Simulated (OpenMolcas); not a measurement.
# One shape, several levels: GaSiH4F (SMILES [F][GaH][SiH3])

We compute a comparison of 6 runs (HF/STO-3G, B3LYP/6-31G*, M06-L/def2-SVP, TPSS/def2-SVP, revPBE/def2-SVP, CCSD(T)/def2-SVP) of GaSiH4F. 

The results are computed with OpenMolcas 26.06.

**1. The structure to begin with**

The species is GaSiH4F (7 atoms), meant as a singlet with charge 0. As SMILES, `[F][GaH][SiH3]`. The coordinates come from a PBE0-D4/def2-TZVP relaxation.

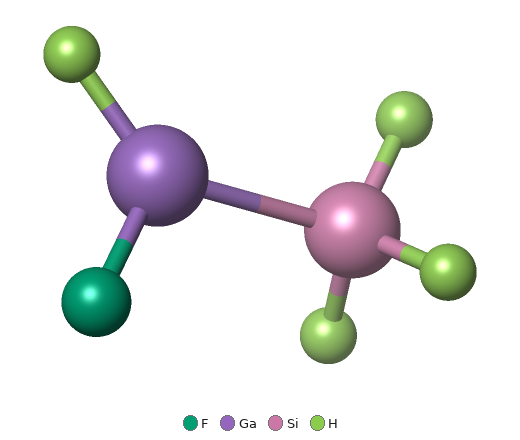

The structure, seen from a chosen angle (fluorine teal, gallium purple, silicon pink, hydrogen green).

**2. Energy and gradient at HF/STO-3G (run 1)**

mol.inp

```
&GATEWAY
BasLib=$CurrDir
Coord
7
angstrom
F        0.231600      -2.152100       1.342200
Ga       0.019100      -0.400000       1.279300
Si      -0.029700       0.450800      -0.970800
H       -0.096900       0.235400       2.704700
H       -1.196100      -0.125700      -1.691600
H       -0.144400       1.933400      -0.983000
H        1.216400       0.058100      -1.680800
Basis=STO-3G
Group=NoSym
&SEWARD
&SCF
Thresholds=1e-10 1e-07 1e-07 1e-05
PrOrbitals=1 2
&ALASKA
```

The basis set STO-3G is read from a file made from the Basis Set Exchange's data (not shown).

The run is started by

```console
$ export MOLCAS_MEM=1860
$ pymolcas mol.inp > mol.log
```

The log of the run:

```text
--- Start Module: gateway ---
[...]
--- Stop Module: gateway /rc=_RC_ALL_IS_WELL_ ---
[...]
      Basis functions           36
[...]
--- Start Module: scf ---
[...]
       Convergence after  34 Iterations
[...]
::    Total SCF energy                              -2286.8425799756
[...]
      Total spin, S                                     0.0000000000
[...]
      Total electronic charge=   58.000000
      Total            charge=   -0.000000
[...]
      Dipole Moment (debye):
      Origin of the operator (angstrom)=    0.0389   -0.4480    0.7075
                   X= -1.1107E-01               Y=  1.0109E+00               Z= -2.9573E-01           Total=  1.0591E+00
      Quadrupole Moment (debye*angstrom):
[...]
 *              Molecular gradients               *
 **************************************************
  Irreducible representation: a
 ------------------------------------------------------------------------------------------
                              X                       Y                       Z
 ------------------------------------------------------------------------------------------
  F1                9.23499468611855E-03   -7.57119076314723E-02    1.01648214428574E-03
  GA2              -3.40581702286169E-03    3.60537581082152E-02   -3.69894944953124E-02
  SI3               2.78781508304182E-04    7.18057614141898E-04    2.74597261076792E-03
  H4               -5.21644019499967E-03    2.98925808327701E-02    5.81201572592454E-02
  H5               -2.63007545536604E-02   -1.40619573495293E-02   -1.36810388783193E-02
  H6               -2.66991349124218E-03    3.30723760063680E-02    2.17738387056698E-03
  H7                2.80791490683256E-02   -9.96290758057161E-03   -1.33894625111850E-02
 ------------------------------------------------------------------------------------------
[...]
```

Wall time 1.7 s (1 thread of AMD EPYC 9B45 (Zen 5), shared host); peak memory 0.37 GiB.

**3. Energy and gradient at B3LYP/6-31G(d) (Cartesian functions) (run 2)**

struct.xyz

```xyz
7

F      0.231600    -2.152100     1.342200
Ga     0.019100    -0.400000     1.279300
Si    -0.029700     0.450800    -0.970800
H     -0.096900     0.235400     2.704700
H     -1.196100    -0.125700    -1.691600
H     -0.144400     1.933400    -0.983000
H      1.216400     0.058100    -1.680800
```

run.inp

```
>>> EXPORT MOLCAS_PRINT=2

&GATEWAY
  BasLib=$CurrDir
  Coord=struct.xyz
  Basis=6-31Gs
  Group=NoSym

&SEWARD
  GridInput
  Grid=UltraFine
  End of Grid

&SCF
  KSDFT=B3LYP
  Thresholds=1e-10 1e-07 1e-07 1e-05
  PrOrbitals=0

&ALASKA
```

The basis set 6-31G* is read from a file made from the Basis Set Exchange's data (not shown).

The run is started by

```console
$ export MOLCAS_MEM=1860
$ pymolcas run.inp > run.log
```

The log of the run:

```text
--- Start Module: gateway ---
[...]
--- Stop Module: gateway /rc=_RC_ALL_IS_WELL_ ---
[...]
      Basis functions           77
[...]
--- Start Module: scf ---
[...]
       Convergence after  16 Iterations
[...]
::    Total KS-DFT energy                           -2316.3996027873
[...]
      Total spin, S                                     0.0000000000
[...]
      Total electronic charge=   58.000000
      Total            charge=   -0.000000
[...]
      Dipole Moment (debye):
      Origin of the operator (angstrom)=    0.0389   -0.4480    0.7075
                   X= -2.3852E-01               Y=  2.0809E+00               Z= -4.6774E-01           Total=  2.1461E+00
      Quadrupole Moment (debye*angstrom):
[...]
 *              Molecular gradients               *
 **************************************************
  Irreducible representation: a
 ------------------------------------------------------------------------------------------
                              X                       Y                       Z
 ------------------------------------------------------------------------------------------
  F1               -1.68722105330588E-04    1.67550080327317E-03   -8.21684148669455E-04
  GA2              -2.10841785027505E-04    1.37567485299961E-03    8.75097143445913E-04
  SI3               1.70351669317226E-04   -1.53521140726198E-03    1.41647477752116E-03
  H4                2.27760965161472E-04   -1.25523943780914E-03   -2.94341739306070E-03
  H5                1.42078870179585E-04    1.25568372642659E-04    5.12629714559676E-04
  H6                2.69158333032760E-05   -4.70066815396741E-04    4.57355510743773E-04
  H7               -1.87543447624172E-04    8.37736315278947E-05    5.03544395314748E-04
 ------------------------------------------------------------------------------------------
[...]
```

It took 14 s on 1 thread of AMD EPYC 9B45 (Zen 5), shared host; peak memory 0.44 GiB.

Runs 3 to 4 aren't shown in full; the table further down has their settings and results.

**4. Energy and gradient at revPBE/def2-SVP (run 5)**

calc.input

```
>>> EXPORT MOLCAS_PRINT=2
&GATEWAY
BASLIB
$CurrDir
COORD
7
bohr
F      0.43766057    -4.06687959     2.53639040
Ga     0.03609377    -0.75589045     2.41752663
Si    -0.05612487     0.85188854    -1.83454612
H     -0.18311446     0.44484153     5.11114225
H     -2.26030142    -0.23753857    -3.19666071
H     -0.27287645     3.65359649    -1.85760078
H      2.29866286     0.10979309    -3.17625167
BASIS
def2-SVP
GROUP
NoSym
&SEWARD
GRIDINPUT
Grid=UltraFine
End of Grid
&SCF
KSDFT
revPBE
THRESHOLDS
1e-10 1e-07 1e-07 1e-05
PRORBITALS
1 2
&ALASKA
```

The basis set def2-SVP is read from a file made from the Basis Set Exchange's data (not shown).

The run is started by

```console
$ export MOLCAS_MEM=1860
$ pymolcas calc.input > calc.log
```

The log of the run:

```text
--- Start Module: gateway ---
[...]
--- Stop Module: gateway /rc=_RC_ALL_IS_WELL_ ---
[...]
      Basis functions           84
[...]
--- Start Module: scf ---
[...]
       Convergence after  17 Iterations
[...]
::    Total KS-DFT energy                           -2315.9675818288
[...]
      Total spin, S                                     0.0000000000
[...]
      Total electronic charge=   58.000000
      Total            charge=   -0.000000
[...]
      Dipole Moment (debye):
      Origin of the operator (angstrom)=    0.0389   -0.4480    0.7075
                   X= -2.1591E-01               Y=  1.8638E+00               Z= -3.6687E-01           Total=  1.9118E+00
      Quadrupole Moment (debye*angstrom):
[...]
 *              Molecular gradients               *
 **************************************************
  Irreducible representation: a
 ------------------------------------------------------------------------------------------
                              X                       Y                       Z
 ------------------------------------------------------------------------------------------
  F1               -1.53486814911874E-03    1.28110612377768E-02   -1.21553892209203E-03
  GA2               1.01564132970378E-03   -8.73301572503848E-03    2.25491440772529E-03
  SI3              -6.05179494617136E-06    2.68058845266594E-04   -3.34090426696321E-03
  H4                3.81337220653144E-04   -1.99664788109066E-03   -5.20311136529816E-03
  H5                5.24080507151226E-03    2.65339887452032E-03    3.56493077177689E-03
  H6                5.24337948691611E-04   -6.82379706058533E-03    4.03715509451175E-04
  H7               -5.62120162647783E-03    1.82094170904723E-03    3.53599386536763E-03
 ------------------------------------------------------------------------------------------
[...]
```

Run time: 14 s. Hardware: 1 thread of AMD EPYC 9B45 (Zen 5), shared host; peak memory 0.47 GiB.

**5. The energy at CCSD(T)/def2-SVP (run 6)**

job.inp

```
&GATEWAY
 BasLib = $CurrDir
 Coord
 7
 angstrom
 F        0.231600      -2.152100       1.342200
 Ga       0.019100      -0.400000       1.279300
 Si      -0.029700       0.450800      -0.970800
 H       -0.096900       0.235400       2.704700
 H       -1.196100      -0.125700      -1.691600
 H       -0.144400       1.933400      -0.983000
 H        1.216400       0.058100      -1.680800
 Basis = def2-SVP
 Group = NoSym

&SEWARD

&SCF
 Thresholds = 1e-10 1e-07 1e-07 1e-05
 PrOrbitals = 0

&RASSCF
 FileOrb = $Project.ScfOrb
 Spin = 1
 Nactel = 0 0 0
 Inactive = 29
 Ras2 = 0
 OutOrbitals = Canonical
 OrbListing = Nothing

&MOTRA
 JobIph
 Frozen = 15

&CCSDT
 CCT
 Triples = 2
 Iterations = 80
 Accuracy = 1e-08
 Extrapolation = 5 4
```

The basis set def2-SVP is read from a file made from the Basis Set Exchange's data (not shown).

The run is started by

```console
$ export MOLCAS_MEM=1860
$ pymolcas job.inp > job.log
```

The log of the run:

```text
--- Start Module: gateway ---
[...]
--- Stop Module: gateway /rc=_RC_ALL_IS_WELL_ ---
[...]
      Basis functions           84
[...]
       Convergence after  12 Iterations
[...]
::    Total SCF energy                              -2313.5599250805
[...]
      Total spin, S                                     0.0000000000
[...]
      Number of active orbitals                  0
[...]
      Spin quantum number                      0.0
[...]
      Active orbitals                            0
[...]
      Number of CSFs                             1
[...]
      Number of root(s) required                 1
[...]
      Convergence after  4 iterations
[...]
      Natural orbitals and occupation numbers for root  1
      ************************************************************************************************************************
      *                                                    Final results                                                     *
      ************************************************************************************************************************
[...]
::    RASSCF root number  1 Total energy:  -2313.55992508
[...]
      Total electronic charge=   58.000000
      Total            charge=   -0.000000
[...]
      Dipole Moment (debye):
      Origin of the operator (angstrom)=    0.0389   -0.4480    0.7075
                   X= -2.8653E-01               Y=  2.4666E+00               Z= -3.0163E-01           Total=  2.5015E+00
      Quadrupole Moment (debye*angstrom):
[...]
--- Start Module: motra ---
[...]
--- Stop Module: motra /rc=_RC_ALL_IS_WELL_ ---
--- Start Module: ccsdt ---
[...]
      Convergence after                    17  Iterations
      Total energy (diff) :   -2314.08536499      -0.00000001
[...]
 METHOD                       : CCSD+T(CCSD)+<T3(1)WT1> = CCSD(T)
[...]
       CCSD     =     -2314.0853649872065
[...]
```

Wall time 24 s (1 thread of AMD EPYC 9B45 (Zen 5), shared host); peak memory 0.47 GiB.

**6. Overview of the runs**

```csv
run,level,Cartesian functions,integration grid,energy (Eh),dipole moment (D) of the reference,HOMO energy (eV),LUMO energy (eV),wall time
1,HF/STO-3G,no,–,-2286.842580,1.06,-6.81,4.91,1.7 s
2,B3LYP/6-31G* (Cartesian functions),yes,UltraFine,-2316.399603,2.15,-7.68,-2.00,14 s
3,M06-L/def2-SVP,no,UltraFine,-2316.140953,2.07,-7.05,-2.31,17 s
4,TPSS/def2-SVP,no,UltraFine,-2316.238353,1.93,-6.93,-2.50,17 s
5,revPBE/def2-SVP,no,UltraFine,-2315.967582,1.91,-6.73,-2.52,14 s
6,CCSD(T)/def2-SVP,no,–,-2314.098144,2.50,-10.73,0.90,24 s
```

**7. Results**

| quantity | value |
| --- | --- |
| run 6: total energy | -2314.09814 Eh |
| run 6: dipole moment (mean-field density) | 2.50 D |
| run 6: HOMO energy (Hartree–Fock orbitals) | -10.73 eV |
| run 6: LUMO energy (Hartree–Fock orbitals) | 0.90 eV |
| run 6: HOMO–LUMO gap (Hartree–Fock orbitals) | 11.64 eV |
| run 6: correlation energy (15 core orbitals frozen) | -538.2 mEh |
| run 6: (T) correction | -12.78 mEh |

What this shows: Over runs 1, 2, 3, 4, 5 the dipole moment (its size) runs from 1.06 D (HF/STO-3G) to 2.15 D (B3LYP/6-31G*). The two ends differ in method and basis. Over runs 1, 2, 3, 4, 5 the HOMO–LUMO gap runs from 4.21 eV (revPBE/def2-SVP) to 11.73 eV (HF/STO-3G). Totals of different functionals can't be ranked against each other. In run 1 the basis is minimal, so the values are rough. All runs together took 88 s, the longest 24 s.
